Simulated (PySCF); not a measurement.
## A study: CH3, charge +1, SMILES `[CH3+]`

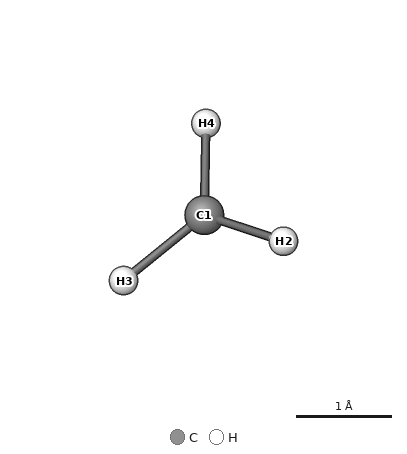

The molecule, with its atoms numbered as below. No frequency check shows the geometry to be a minimum.

Geometry (Å), atoms numbered from 1:

```
C1      -0.0000    0.0000    0.0000
H2       0.9733    0.5182    0.0000
H3      -0.0378   -1.1020    0.0000
H4      -0.9354    0.5837    0.0000
```

## 1. Bonding charge

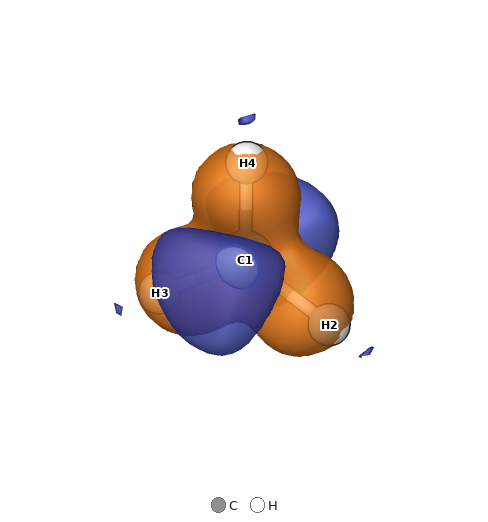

Deformation density (molecule less spherical, spin-averaged free atoms at the same positions), surfaces at ±0.1 e/Å³; orange: gain, blue: loss.

Method: PBE0/def2-SVPD; geometry: GFN2-xTB; program: PySCF.

> How much density has each bond gained at its critical point, relative to the free atoms?

C1–H4, C1–H3 and C1–H2: +0.82 e/Å³ at the bond critical point (bond length 1.10 Å). In all, 0.8 electrons gather in the regions of gain relative to the promolecule of neutral atoms (the regions of loss give up this much and the cation's charge besides).

> Where do the Hirshfeld charges lie?

The highest Hirshfeld charge is on C1 (+0.44 e), the lowest on H2, H3 and H4 (+0.19 e).

```tsv
atom	charge (e)
C1	+0.44
H2	+0.19
H3	+0.19
H4	+0.19
```

## 2. Bond critical points

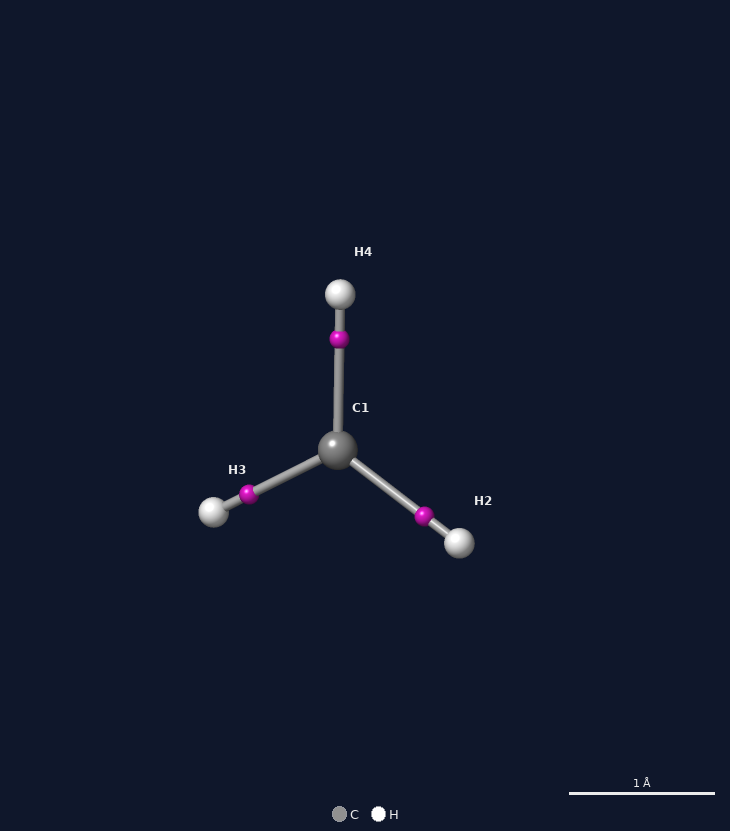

Molecular graph of the electron density (QTAIM): bond paths, bond critical points (magenta), ring points (cyan, if any); weak paths are dashed.

> How many critical points of each kind are there, and does the count close?

4 nuclei, 3 bond, 0 ring and 0 cage critical points: 4 − 3 + 0 − 0 = 1, as the Poincaré–Hopf relation requires.

> Tabulate density, Laplacian, ellipticity and energy density at the bond critical points (atomic units).

```tsv
bond	length (Å)	ρ (a.u.)	∇²ρ (a.u.)	ε	H (a.u.)
C1–H4 (3 alike)	1.103	0.286	−1.30	0.05	−0.337
```

> What kind of interaction is C1–H4?

Shared-shell (covalent): ρ = 0.286, ∇²ρ = −1.30, H = −0.337 a.u.

## 3. Local ionisation energy

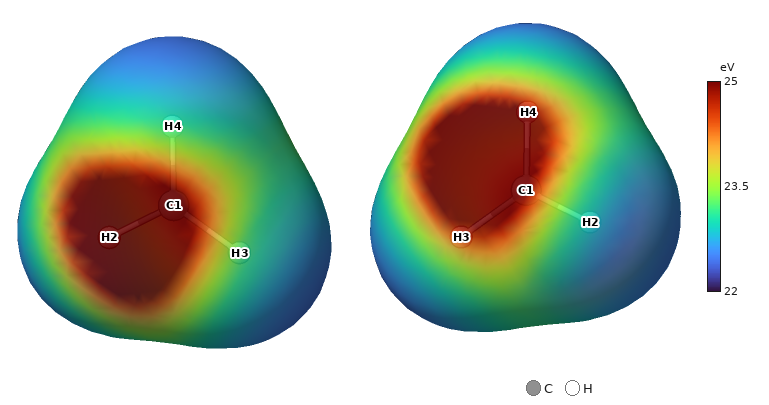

Average local ionisation energy on the surface of electron density 0.001 a.u. (back view left, front view right).

> Locate the minima of the map.

The lowest value is 22.5 eV, 1.2 Å from H3, and at like points elsewhere. For comparison, the highest occupied orbital lies at −21.6 eV.

## 4. Excited states

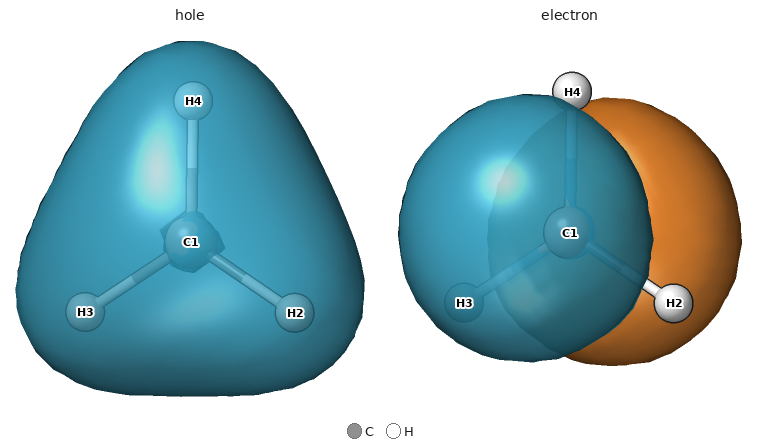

Leading natural transition orbital pair of S₃ (TDA singlet states); the surfaces enclose about 85 % of each orbital's density.

Method: LC-wPBE/def2-SVP; geometry: GFN2-xTB; program: PySCF. Without diffuse functions Rydberg states are missing, so the states' numbers hold for this basis only.

> Give its energy and the atoms that hole and electron lie on.

15.30 eV (81 nm), f = 0.371 (bright); the leading pair carries 99 %; hole on C1 (66 %) and H2, H3 and H4 (11 % each), electron on C1 (80 %) and H2, H3 and H4 (7 % each); their centroids lie 0.0 Å apart. In canonical orbitals it is mainly HOMO−2 → LUMO (99 %). The HOMO–LUMO gap is 14.48 eV.

## 5. In an electric field

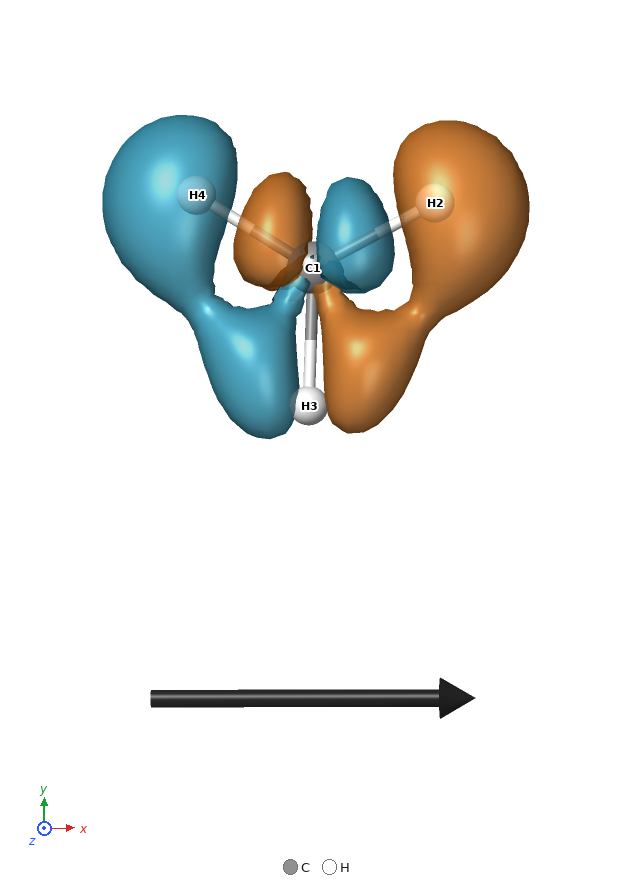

Change of the electron density in a uniform field of 0.10 V/Å along +x (arrow), surfaces at ±0.0008 e/Å³ (light blue: gain, orange: loss).

Level of theory: ωB97X/6-311+G** (PySCF), at a geometry from GFN2-xTB. The basis has diffuse s and p functions alone, which still leaves polarisabilities too small, most of all across bonds.

The field was applied in both directions; the picture shows the one opposite to the script's first.

> What dipole is induced, and what polarisability does it imply?

The induced dipole is 0.05 D (along the field); α along this axis, from the fields in both directions, is 10 bohr³ (1.5 Å³).

## 6. Removing or adding an electron

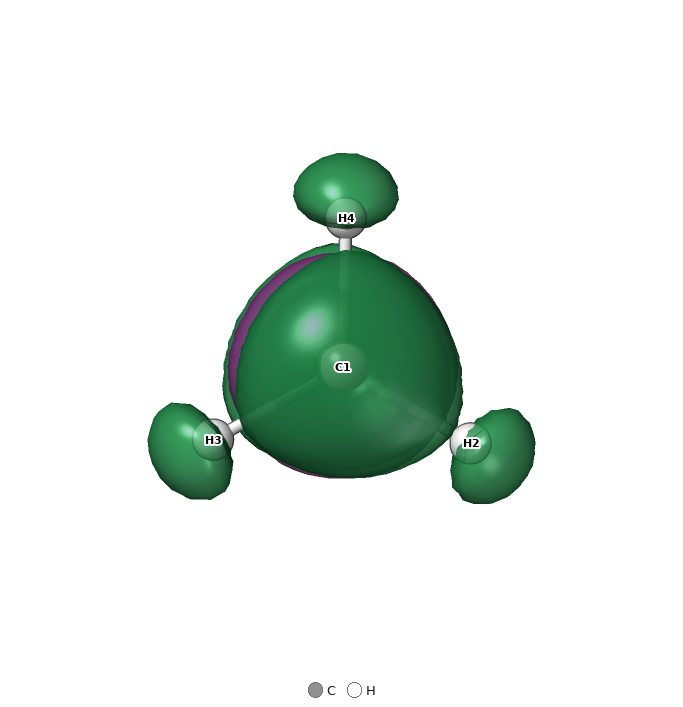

Fukui function f⁺ = ρ(N+1) − ρ(N) at fixed geometry, surfaces at ±0.06 e/Å³ (green positive, purple negative).

Computed with PySCF, HF/def2-SVP, geometry: GFN2-xTB.

> On which atoms does the density change most on addition of an electron?

f⁺ (Hirshfeld-condensed) is largest on C1 (0.59); the vertical electron affinity is 8.99 eV (the stability of the neutral species's solution wasn't checked; rough: the basis has no diffuse functions). Condensed values hint at sites of nucleophilic attack but needn't mark the atom that reacts. Orbital relaxation makes it negative in places (0.18 e in all).

```json
{"atom": "C1", "f⁺": "+0.59", "charge": "+0.46"}
{"atom": "H2", "f⁺": "+0.14", "charge": "+0.18"}
{"atom": "H3", "f⁺": "+0.14", "charge": "+0.18"}
{"atom": "H4", "f⁺": "+0.14", "charge": "+0.18"}
```

## 7. Localised orbitals

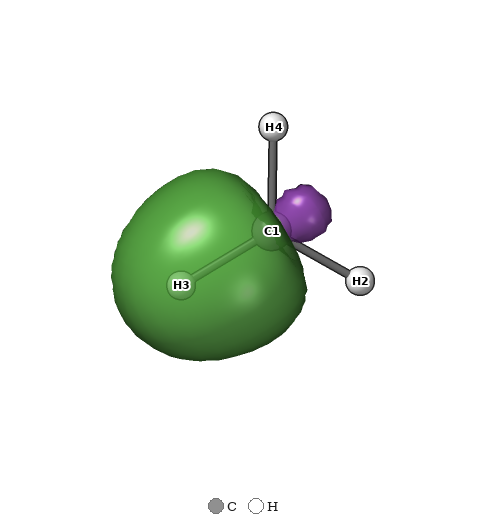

Pipek–Mezey orbitals, occupied; each surface holds about 85 % of the orbital's density. Energies are diagonal elements of the Fock matrix.

Level of theory: M06-2X/def2-SVPD (PySCF), at a geometry from GFN2-xTB.

> What does this orbital represent?

σ bond C1–H3 (C1 62 %, H3 38 %; −25.5 eV).

> How do all the valence pairs divide up?

3 pairs: 3 σ bonds.

The PySCF runs shown took 1.8 s, 4.1 s, 2.8 s, 0.86 s and 1.9 s on 1 thread of Intel(R) Xeon(R) 6975P-C (Granite Rapids), on a shared host.
